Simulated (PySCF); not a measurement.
# Run report: CH₈BN, geometry relaxation (part 2 of 2)

CH₈BN; RKS PBE0-D4/def2-TZVP, density fitting (PySCF 2.14.0). The geometry is a transition state displaced along its imaginary mode. The reaction was set up to form B1–N6 and C2–H5 and to break B1–C2 and H5–N6 (atoms counted from 1 in the order of the input); sticks are drawn by distance alone.

Geometry of the input (Å):
```
B  -0.5479  -0.2933  -0.4260
C  0.7079  0.7595  -0.6708
H  -0.3837  -1.3186  -1.0304
H  -1.6095  0.2566  -0.5396
H  0.3383  0.0229  0.7794
N  -0.3265  -0.6267  1.1957
H  0.4763  0.9041  -1.7186
H  0.7037  1.7669  -0.2137
H  1.7579  0.4121  -0.6333
H  -1.0551  -0.3073  1.8264
H  -0.0614  -1.5762  1.4307
```

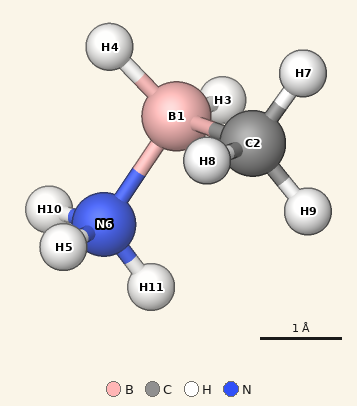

Fig. 1: The geometry at step 26 of the log (ball-and-stick view, seen at a tilt; atoms are numbered from 1 in the order of the input).

Trajectory as extended XYZ, continued:
```
11
Properties=species:S:1:pos:R:3:forces:R:3 step=13 energy=-3331.36593
B    -0.5459   -0.2864   -0.3580   -0.0656  -0.0279   0.0179
C     0.5348    0.7036   -1.0066    0.0629   0.0615   0.0140
H    -0.5332   -1.4130   -0.8178   -0.0045   0.0054   0.0420
H    -1.6736    0.1670   -0.3077    0.0083   0.0094  -0.0099
H     0.6241    0.1652    1.5120   -0.2279  -0.2025  -0.1062
N    -0.1214   -0.4860    1.2521    0.1222   0.1708   0.2064
H     0.3174    0.8674   -2.0659   -0.0141  -0.0131  -0.0111
H     0.5383    1.7005   -0.5427    0.0203  -0.0286  -0.0099
H     1.5622    0.3163   -0.9645   -0.0080   0.0129  -0.0017
H    -0.9139   -0.3031    1.8647    0.1393  -0.1005  -0.1321
H     0.2104   -1.4295    1.4324   -0.0331   0.1127  -0.0095
11
Properties=species:S:1:pos:R:3:forces:R:3 step=15 energy=-3331.37284
B    -0.5841   -0.2445   -0.3398    0.1008  -0.2538  -0.0525
C     0.5640    0.6434   -1.0272    0.1405   0.0261   0.0278
H    -0.6617   -1.3920   -0.7605   -0.0445   0.1725   0.0157
H    -1.6663    0.3047   -0.2968   -0.0147  -0.0040   0.0755
H     0.5682    0.2298    1.5224   -0.1568   0.0856  -0.0231
N    -0.1382   -0.4552    1.2613    0.6732  -0.0682  -0.2241
H     0.3402    0.8059   -2.0858   -0.0266  -0.0120   0.0027
H     0.6453    1.6474   -0.5807    0.0362  -0.0897  -0.0402
H     1.5665    0.1842   -1.0006   -0.1369   0.0605   0.0275
H    -0.9180   -0.3544    1.8833   -0.4132   0.0115   0.3009
H     0.2841   -1.3669    1.4232   -0.1580   0.0715  -0.1102
11
Properties=species:S:1:pos:R:3:forces:R:3 step=17 energy=-3331.38825
B    -0.5852   -0.2357   -0.3297    0.0204  -0.1474  -0.0267
C     0.5703    0.6253   -1.0399    0.0576   0.0181   0.0211
H    -0.7109   -1.3787   -0.7583    0.0030   0.1971   0.1058
H    -1.6512    0.3430   -0.2545   -0.0148   0.0089   0.0000
H     0.5404    0.2777    1.5487   -0.2497  -0.1711  -0.0742
N    -0.1261   -0.4451    1.2664    0.1826   0.1039   0.0297
H     0.3246    0.7895   -2.0941    0.0056  -0.0169   0.0218
H     0.6787    1.6276   -0.5975    0.0314  -0.0618  -0.0326
H     1.5630    0.1493   -1.0280   -0.0940   0.0298   0.0074
H    -0.9259   -0.4031    1.8896    0.0276  -0.0102  -0.0416
H     0.3216   -1.3468    1.3951    0.0304   0.0495  -0.0106
11
Properties=species:S:1:pos:R:3:forces:R:3 step=19 energy=-3331.39507
B    -0.6087   -0.1948   -0.2979    0.0857   0.3231   0.1814
C     0.5632    0.5860   -1.0524   -0.1006  -0.0206  -0.1889
H    -0.8046   -1.3012   -0.6888   -0.1668  -0.5407  -0.2686
H    -1.6306    0.4520   -0.2095   -0.0919   0.0207   0.1234
H     0.4340    0.3746    1.5709   -0.2747  -0.2574   0.0761
N    -0.1064   -0.4380    1.2633    0.1862  -0.2666   0.2425
H     0.3079    0.7100   -2.1105    0.0109   0.0195   0.0431
H     0.7342    1.5901   -0.6589    0.0257   0.2056   0.0640
H     1.5204    0.0670   -1.0333    0.2807  -0.1614  -0.0198
H    -0.9136   -0.5741    1.8804    0.4616   0.0818  -0.2062
H     0.5028   -1.2676    1.3331   -0.4168   0.5959  -0.0470
11
Properties=species:S:1:pos:R:3:forces:R:3 step=22 energy=-3331.41839
B    -0.6110   -0.1860   -0.2997    0.0507   0.0027  -0.0268
C     0.5957    0.5422   -1.0709    0.0267  -0.0383   0.0291
H    -0.8580   -1.3143   -0.6857   -0.0126   0.0167   0.0176
H    -1.6135    0.4905   -0.2054   -0.0692   0.0539  -0.0046
H     0.4408    0.3774    1.5884    0.0003   0.1132   0.0074
N    -0.1301   -0.3990    1.2727    0.0319   0.1546  -0.1695
H     0.3461    0.6756   -2.1272   -0.0139  -0.0138  -0.0152
H     0.8037    1.5484   -0.6825    0.0259  -0.0061   0.0087
H     1.5401   -0.0194   -1.0499   -0.0167   0.0100  -0.0074
H    -0.9292   -0.4695    1.8832   -0.2254  -0.0541   0.1530
H     0.4145   -1.2412    1.3726    0.2022  -0.2389   0.0079
11
Properties=species:S:1:pos:R:3:forces:R:3 step=24 energy=-3331.43553
B    -0.6292   -0.1512   -0.2855    0.1290   0.1222  -0.0398
C     0.6152    0.4936   -1.0816    0.0554   0.0090   0.0870
H    -0.9436   -1.2647   -0.6520   -0.0526  -0.0512  -0.0320
H    -1.5900    0.5923   -0.1896    0.0253  -0.0241   0.0067
H     0.3787    0.4305    1.6089   -0.0709  -0.0003   0.0165
N    -0.1388   -0.3785    1.2753    0.0852  -0.0588   0.0102
H     0.3510    0.6293   -2.1346    0.0094   0.0135   0.0008
H     0.8945    1.4928   -0.7051   -0.0217  -0.1527  -0.0620
H     1.5281   -0.1254   -1.0750   -0.1337   0.0671   0.0128
H    -0.9377   -0.5239    1.8831    0.0193  -0.0216   0.0175
H     0.4709   -1.1894    1.3510   -0.0447   0.0969  -0.0177
11
Properties=species:S:1:pos:R:3:forces:R:3 step=26 energy=-3331.44577
B    -0.6372   -0.0950   -0.2784   -0.1018  -0.0668   0.0698
C     0.6496    0.4025   -1.0973    0.0866   0.0907   0.0048
H    -1.0872   -1.1826   -0.6114    0.0792   0.0924   0.0031
H    -1.5252    0.7417   -0.1820    0.1063  -0.0656  -0.0113
H     0.2733    0.5148    1.6547   -0.0741  -0.2119  -0.0628
N    -0.1535   -0.3338    1.2801   -0.0193  -0.0124   0.1885
H     0.3647    0.5560   -2.1434    0.0915   0.0389   0.0132
H     1.0394    1.3680   -0.7310   -0.0602  -0.1277  -0.1095
H     1.4989   -0.3004   -1.1054   -0.1594   0.0334   0.0026
H    -0.9531   -0.5731    1.8654    0.1929   0.0266  -0.0963
H     0.5286   -1.0909    1.3413   -0.1416   0.2024  -0.0019
11
Properties=species:S:1:pos:R:3:forces:R:3 step=28 energy=-3331.45122
B    -0.6420   -0.0842   -0.2793    0.0542   0.1129  -0.0517
C     0.6678    0.3708   -1.1013    0.0472  -0.0404   0.1136
H    -1.0953   -1.1667   -0.5993   -0.0027  -0.0128  -0.0186
H    -1.5089    0.7720   -0.2084    0.0309  -0.0495  -0.0120
H     0.2390    0.5404    1.6641    0.0048   0.0241  -0.0057
N    -0.1808   -0.3038    1.2869    0.0182   0.0194  -0.0012
H     0.4270    0.4918   -2.1604   -0.0262  -0.0210  -0.0372
H     1.0703    1.3423   -0.7758   -0.0074  -0.0908   0.0057
H     1.4944   -0.3586   -1.0581   -0.1118   0.0994  -0.0075
H    -0.9770   -0.5453    1.8662   -0.0243  -0.0244   0.0099
H     0.5035   -1.0502    1.3585    0.0171  -0.0168   0.0048
11
Properties=species:S:1:pos:R:3:forces:R:3 step=30 energy=-3331.45248
B    -0.6373   -0.0788   -0.2769    0.0070  -0.0297   0.0183
C     0.6661    0.3559   -1.1054    0.0294   0.0682  -0.0072
H    -1.1052   -1.1587   -0.5871    0.0151  -0.0190  -0.0166
H    -1.4963    0.7783   -0.2112   -0.0379   0.0411   0.0034
H     0.2173    0.5660    1.6742   -0.0446  -0.1007  -0.0456
N    -0.1769   -0.2914    1.2911    0.0191   0.0345   0.0980
H     0.4053    0.4871   -2.1604    0.0169   0.0208   0.0161
H     1.0948    1.3135   -0.7730   -0.0283  -0.0548  -0.0372
H     1.4775   -0.3836   -1.0854   -0.0055  -0.0289   0.0104
H    -0.9749   -0.5569    1.8622    0.0845   0.0152  -0.0383
H     0.5279   -1.0212    1.3669   -0.0556   0.0532  -0.0012
11
Properties=species:S:1:pos:R:3:forces:R:3 step=32 energy=-3331.45321
B    -0.6404   -0.0769   -0.2792    0.0161   0.0433  -0.0099
C     0.6715    0.3516   -1.1028   -0.0132   0.0175   0.0204
H    -1.1072   -1.1560   -0.5931   -0.0005  -0.0133  -0.0031
H    -1.4965    0.7877   -0.2160    0.0014  -0.0148  -0.0063
H     0.2151    0.5643    1.6705    0.0057   0.0300  -0.0005
N    -0.1838   -0.2884    1.2907    0.0375  -0.0098  -0.0269
H     0.4224    0.4858   -2.1597   -0.0024  -0.0031   0.0009
H     1.1019    1.3063   -0.7704    0.0022  -0.0151  -0.0015
H     1.4771   -0.3947   -1.0735   -0.0089  -0.0080   0.0005
H    -0.9785   -0.5483    1.8633   -0.0348  -0.0198   0.0259
H     0.5167   -1.0199    1.3666   -0.0030  -0.0068   0.0004
11
Properties=species:S:1:pos:R:3:forces:R:3 step=34 energy=-3331.45345
B    -0.6408   -0.0725   -0.2797   -0.0006  -0.0078   0.0081
C     0.6731    0.3469   -1.1018    0.0130   0.0086   0.0038
H    -1.1118   -1.1510   -0.5917    0.0048  -0.0043  -0.0044
H    -1.4944    0.7933   -0.2193   -0.0067   0.0050   0.0000
H     0.2062    0.5721    1.6714    0.0018   0.0083   0.0048
N    -0.1850   -0.2843    1.2908   -0.0047  -0.0272   0.0075
H     0.4230    0.4876   -2.1576    0.0049   0.0028   0.0013
H     1.1150    1.2949   -0.7653   -0.0008  -0.0111  -0.0075
H     1.4702   -0.4091   -1.0770   -0.0159   0.0038  -0.0004
H    -0.9789   -0.5533    1.8632    0.0166   0.0090  -0.0108
H     0.5214   -1.0108    1.3659   -0.0123   0.0129  -0.0023
11
Properties=species:S:1:pos:R:3:forces:R:3 step=36 energy=-3331.45352
B    -0.6414   -0.0718   -0.2803    0.0051  -0.0003   0.0000
C     0.6750    0.3443   -1.1006    0.0043   0.0070   0.0020
H    -1.1100   -1.1514   -0.5922   -0.0015  -0.0027   0.0003
H    -1.4953    0.7940   -0.2232   -0.0034   0.0013   0.0004
H     0.2018    0.5771    1.6709    0.0032   0.0099   0.0038
N    -0.1877   -0.2804    1.2913   -0.0031  -0.0030  -0.0105
H     0.4276    0.4900   -2.1564   -0.0008   0.0001   0.0012
H     1.1234    1.2881   -0.7614   -0.0015  -0.0064  -0.0015
H     1.4659   -0.4177   -1.0773   -0.0015   0.0005  -0.0005
H    -0.9810   -0.5496    1.8630   -0.0103   0.0012   0.0056
H     0.5192   -1.0054    1.3682    0.0096  -0.0075  -0.0007
11
Properties=species:S:1:pos:R:3:forces:R:3 step=38 energy=-3331.45354
B    -0.6411   -0.0726   -0.2803    0.0001  -0.0031   0.0010
C     0.6750    0.3450   -1.1002   -0.0004   0.0015  -0.0010
H    -1.1084   -1.1530   -0.5921   -0.0002   0.0003   0.0003
H    -1.4964    0.7920   -0.2237   -0.0015   0.0011   0.0001
H     0.2013    0.5782    1.6704   -0.0020  -0.0015  -0.0004
N    -0.1878   -0.2801    1.2914    0.0045   0.0002  -0.0015
H     0.4267    0.4940   -2.1552    0.0007   0.0009   0.0003
H     1.1243    1.2872   -0.7584    0.0005   0.0009  -0.0007
H     1.4652   -0.4176   -1.0797    0.0011  -0.0016  -0.0003
H    -0.9815   -0.5489    1.8630   -0.0027   0.0011   0.0023
H     0.5197   -1.0047    1.3691   -0.0003   0.0001  -0.0002
```

Key numbers:

| quantity | value |
| --- | --- |
| outcome | converged |
| total energy | −3331.4535 eV |
| largest force (length of the vector) at the end | 0.005 eV/Å |
| hardware | 4 threads of Arm Neoverse V1, 23 GiB of memory available, shared host |
| wall time | 4.4 min (CPU time 16 min) |
| peak memory | 1.4 GiB |
